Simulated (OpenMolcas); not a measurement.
## A ladder of methods for C2H4ClSi (SMILES C=C[SiH]Cl)

The species is C2H4ClSi (8 atoms), meant as a doublet with charge 0. As SMILES, `C=C[SiH]Cl`. The coordinates come from a PBE0-D4/def2-TZVP relaxation.

| atom | x (Å) | y (Å) | z (Å) |
| --- | --- | --- | --- |
| C | 0.6470 | 1.0270 | -0.6597 |
| C | 0.6285 | -0.0667 | 0.1054 |
| Si | -0.9036 | -0.6426 | 0.9471 |
| Cl | -1.0316 | -2.6979 | 0.9413 |
| H | -0.2569 | 1.5882 | -0.8806 |
| H | 1.5639 | 1.4049 | -1.1025 |
| H | 1.5613 | -0.5910 | 0.3016 |
| H | -2.1163 | -0.0791 | 0.2915 |

Quantity: the vertical energy of the quartet above the doublet, in eV. The values are calculated.

```json
{"level": "U-revPBE/def2-SVP", "kind": "GGA", "program": "OpenMolcas", "value (eV)": "4.58", "less CCSD(T)/def2-SVP": "-0.12", "CPU time (all runs)": "86 s"}
{"level": "UPBE/def2-SVP", "kind": "GGA", "program": "OpenMolcas", "value (eV)": "4.63", "less CCSD(T)/def2-SVP": "-0.07", "CPU time (all runs)": "94 s"}
{"level": "U-r2SCAN/def2-SVP", "kind": "meta-GGA", "program": "OpenMolcas", "value (eV)": "4.32", "less CCSD(T)/def2-SVP": "-0.38", "CPU time (all runs)": "2 min"}
{"level": "UTPSS/def2-SVP", "kind": "meta-GGA", "program": "OpenMolcas", "value (eV)": "4.51", "less CCSD(T)/def2-SVP": "-0.19", "CPU time (all runs)": "2.2 min"}
{"level": "UB3LYP/def2-SVP", "kind": "global hybrid", "program": "OpenMolcas", "value (eV)": "4.60", "less CCSD(T)/def2-SVP": "-0.10", "CPU time (all runs)": "87 s"}
{"level": "UBHLYP/def2-SVP", "kind": "global hybrid", "program": "OpenMolcas", "value (eV)": "4.36", "less CCSD(T)/def2-SVP": "-0.34", "CPU time (all runs)": "85 s"}
{"level": "UPBE0/def2-SVP", "kind": "global hybrid", "program": "OpenMolcas", "value (eV)": "4.44", "less CCSD(T)/def2-SVP": "-0.26", "CPU time (all runs)": "82 s"}
{"level": "ROCCSD(T)/def2-SVP", "kind": "coupled cluster or CI", "program": "OpenMolcas", "value (eV)": "4.70", "less CCSD(T)/def2-SVP": "0.00", "CPU time (all runs)": "90 s"}
```

Differences are taken from ROCCSD(T)/def2-SVP for orientation; it has basis-set and higher-order errors of its own. The values span 4.32 to 4.70 eV. CPU times are rough (shared hosts, several kinds of processor and program).

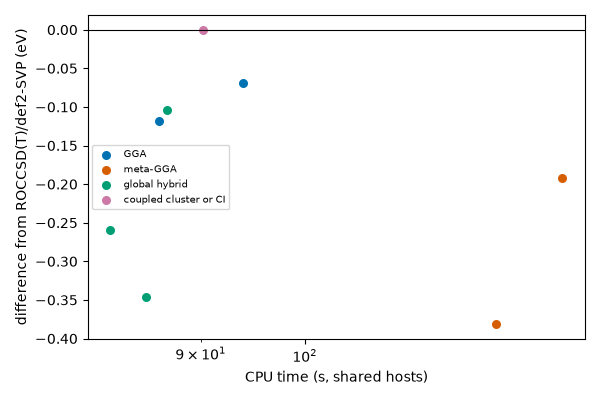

Difference from ROCCSD(T)/def2-SVP against processor time, one point a level.
